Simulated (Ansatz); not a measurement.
# Calculations on BSiNH7OF

### Relaxation

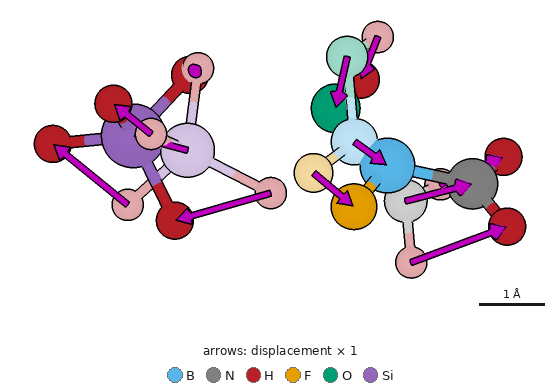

This is a relaxation of BSiNH7OF. The starting structure is drawn faded, the final one solid; purple arrows show the displacements, at their true length. The two geometries are superimposed by the best rigid fit.

A ball-and-stick model, seen at a tilt.

The run prepares an end point of a later path (reaction) calculation, from a guessed geometry.

The calculation used RHF/6-31G* (Ansatz).

Input file:
```yaml
crystal:
  periodic: [false, false, false]
  atoms:
    - { symbol: B, position_ang: [0.150045, -0.290189, 0.247197] }
    - { symbol: "N", position_ang: [0.048063, -0.80506, 1.620845] }
    - { symbol: H, position_ang: [-0.795774, -1.085076, 2.063605] }
    - { symbol: H, position_ang: [0.864288, -0.960972, 2.167504] }
    - { symbol: F, position_ang: [1.349336, 0.004946, -0.221388] }
    - { symbol: O, position_ang: [-0.903333, -0.114591, -0.579193] }
    - { symbol: H, position_ang: [-1.742222, -0.344808, -0.210105] }
    - { symbol: Si, position_ang: [-0.440268, 2.733789, 0.974335] }
    - { symbol: H, position_ang: [-1.855328, 2.789609, 0.553935] }
    - { symbol: H, position_ang: [-0.185777, 3.857842, 1.899978] }
    - { symbol: H, position_ang: [0.430585, 2.875696, -0.202758] }
    - { symbol: H, position_ang: [-0.187313, 1.465114, 1.661444] }
basis:
  gaussian: { orbitals: "6-31G*" }
hamiltonian:
  xc: hf
relax:
  f_tol: 0.03
  max_steps: 50
```

Command:
```bash
ansatz run input.yaml --threads 1 --pin off --max-ram 2048MiB --backend cpu --events-out ev --progress --plain --runs-dir out
```

Question: Atoms of which element are displaced furthest, and by how much?

Answer: Hydrogen: up to 1.77 Å, against 1.20 Å for nitrogen.

Question: Describe the change and its energy.

Answer: The atom that moves furthest after the best rigid fit is H4 (1.77 Å). By element the largest moves are H 1.77 Å, N 1.20 Å, Si 0.92 Å, O 0.88 Å, F 0.83 Å, B 0.64 Å. Among the contacts that change: B1–N2 1.471 → 1.407 Å, Si8–H12 1.465 → 1.475 Å, B1–O6 1.350 → 1.358 Å, B1–F5 1.321 → 1.326 Å. The energy falls by 45.5 kJ/mol in 31 accepted moves (34 points after the start). The largest force component goes from 2.2 to 0.029 eV/Å. The line search rejected the trial steps at points 4, 22, 31 of the run. The forces were under the threshold at step 30, but the run went on from there. Cost: 89 s on 1 thread of Arm Neoverse V2, on a shared host, peak memory 0.17 GiB.

Limits of the set-up: the start holds two separate molecules, 2.3 Å apart at their closest, whose relative position is a soft coordinate and is computed without a dispersion correction; Hartree-Fock leaves out electron correlation.

### Relaxation

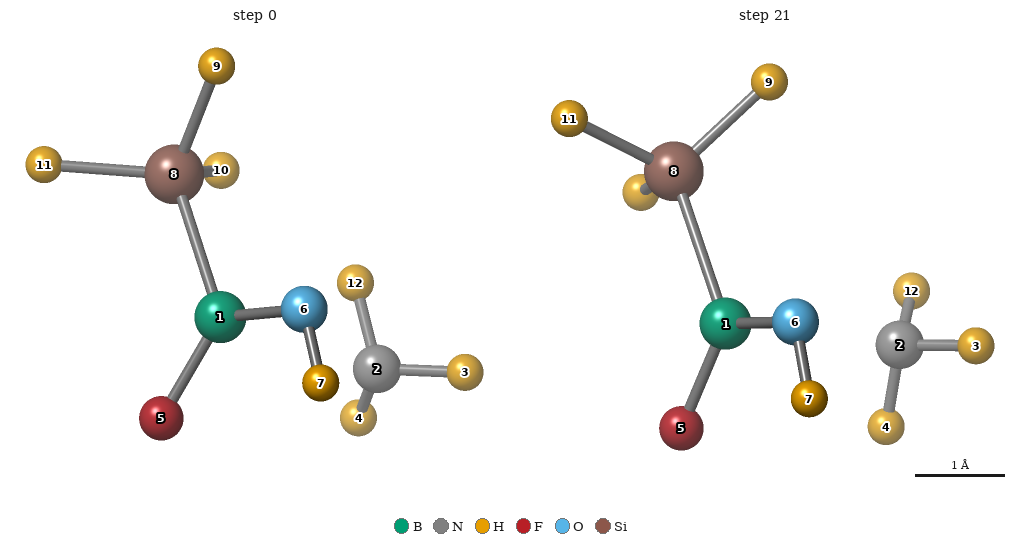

The structure of BSiNH₇OF before (left) and after (right) a relaxation, at one scale.

A ball-and-stick model, seen from a free direction.

The run prepares an end point of a later path (reaction) calculation, from a guessed geometry.

The calculation used Ansatz, RHF/6-31G*.

The input:
```yaml
crystal:
  periodic: [false, false, false]
  atoms:
    - { symbol: B, position_ang: [-0.231757, 0.551679, -0.296903] }
    - { symbol: "N", position_ang: [-0.011928, -0.224138, 2.33083] }
    - { symbol: H, position_ang: [-0.70376, -0.784971, 2.794263] }
    - { symbol: H, position_ang: [0.853556, -0.34355, 2.828007] }
    - { symbol: F, position_ang: [0.90276, -0.029772, -0.674927] }
    - { symbol: O, position_ang: [-1.3848, -0.115238, -0.512743] }
    - { symbol: H, position_ang: [-1.248167, -1.011135, -0.796614] }
    - { symbol: Si, position_ang: [-0.276248, 2.430531, 0.343178] }
    - { symbol: H, position_ang: [-1.628857, 3.005617, 0.149599] }
    - { symbol: H, position_ang: [0.0643, 2.602604, 1.772992] }
    - { symbol: H, position_ang: [0.683683, 3.284273, -0.39833] }
    - { symbol: H, position_ang: [-0.286481, 0.760401, 2.436049] }
basis:
  gaussian: { orbitals: "6-31G*" }
hamiltonian:
  xc: hf
relax:
  f_tol: 0.03
  max_steps: 50
output:
  orbitals: {}
```

Command:
```bash
ansatz run input.yaml --threads 1 --pin off --max-ram 2048MiB --backend cpu --events-out ev --progress --plain --runs-dir out
```

Describe what moved and what it gained.

Answer. The energy falls by 0.274 eV in 20 accepted moves (21 points after the start). The largest force component goes from 1.4 to 0.03 eV/Å. The line search rejected the trial step at point 6 of the run. The atom that moves furthest after the best rigid fit is H10 (1.05 Å). By element the largest moves are H 1.05 Å, F 0.40 Å, N 0.31 Å, O 0.26 Å, B 0.14 Å, Si 0.12 Å. Near-neighbour distances that change, for instance: B1–Si8 1.985 → 2.033 Å, N2–H12 1.028 → 1.004 Å, B1–F5 1.330 → 1.337 Å. Bond angles that change, for instance: B1–Si8–H10 114.6° → 111.3°. Groups turn about B1–Si8 by about 55°. Cost: 61 s on 1 thread of Arm Neoverse V2 (shared host), peak memory 0.17 GiB.

Limits of the set-up: Hartree-Fock leaves out electron correlation.

### Path

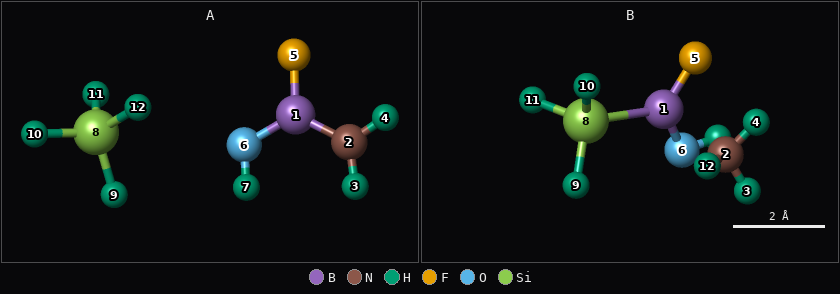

The two relaxed end points of a path for BSiNH$_{7}$OF, made up at the start of BNH3OF and SiH₄. Style: ball-and-stick. Shown face on.

Computed with RHF/6-31G* in Ansatz 0.2.0.

Set-up: 5 movable images; climbing image; force threshold 0.05 eV/Å; iteration limit 60.

Start:
```xyz
12

B     0.3573   -0.7955    0.5503
N     0.0146   -1.9623    1.2586
H    -0.9057   -2.2058    1.5462
H     0.7080   -2.6266    1.5189
F     1.6300   -0.5960    0.2342
O    -0.5219    0.1618    0.1577
H    -1.4233   -0.0008    0.3918
Si   -0.6185    3.6220    0.8581
H    -1.9480    2.9790    0.8021
H    -0.8046    5.0447    1.2138
H     0.0428    3.5325   -0.4548
H     0.2015    2.9731    1.8985
```

End:
```xyz
12

B    -0.0497    0.7064   -0.2669
N    -0.1658   -0.2523    2.3010
H    -0.9002   -0.9359    2.2938
H     0.7056   -0.7418    2.3878
F     1.2016    0.2501   -0.3811
O    -1.0319   -0.0532   -0.7980
H    -0.7075   -0.8748   -1.1470
Si   -0.4336    2.5618    0.4702
H    -1.7509    2.6065    1.1422
H     0.5971    2.9739    1.4495
H    -0.4499    3.5831   -0.6054
H    -0.2826    0.3024    3.1294
```

Predict the minimum-energy path and its barrier.

The energy climbs by 162.7 kJ/mol to image 4 and then falls by 39.2 kJ/mol, so the end point sits at +123.4 kJ/mol. Breaking: B1–N2 (1.41 → 1.77 at the top → 2.74 Å), Si8–H12 (1.48 → 3.28 at the top → 3.49 Å). Forming: B1–Si8 (4.53 → 2.07 at the top → 2.03 Å), N2–H12 (4.98 → 1.01 at the top → 1.00 Å). The band is converged.

Energies of the converged images:

```json
{"image": "0", "path (Å)": "0.00", "E (kJ/mol)": "0.0"}
{"image": "1", "path (Å)": "2.33", "E (kJ/mol)": "1.1"}
{"image": "2", "path (Å)": "4.65", "E (kJ/mol)": "1.3"}
{"image": "3", "path (Å)": "6.98", "E (kJ/mol)": "60.1"}
{"image": "4", "path (Å)": "9.31", "E (kJ/mol)": "162.7"}
{"image": "5", "path (Å)": "12.29", "E (kJ/mol)": "127.3"}
{"image": "6", "path (Å)": "15.28", "E (kJ/mol)": "123.4"}
```

The geometry at the top of the path:

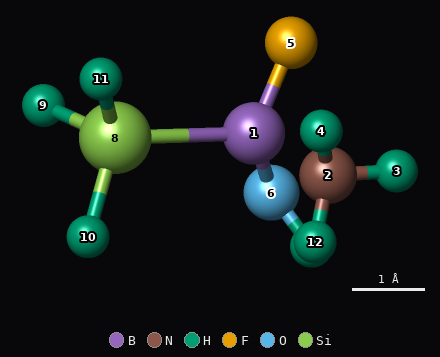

Limits of the set-up: the start holds two separate molecules, 3.1 Å apart at their closest, whose relative position is a soft coordinate and is computed without a dispersion correction; Hartree-Fock leaves out electron correlation.

Cost: 5.3 min on 1 thread of Arm Neoverse V2, with other jobs on the host, peak memory 0.19 GiB.
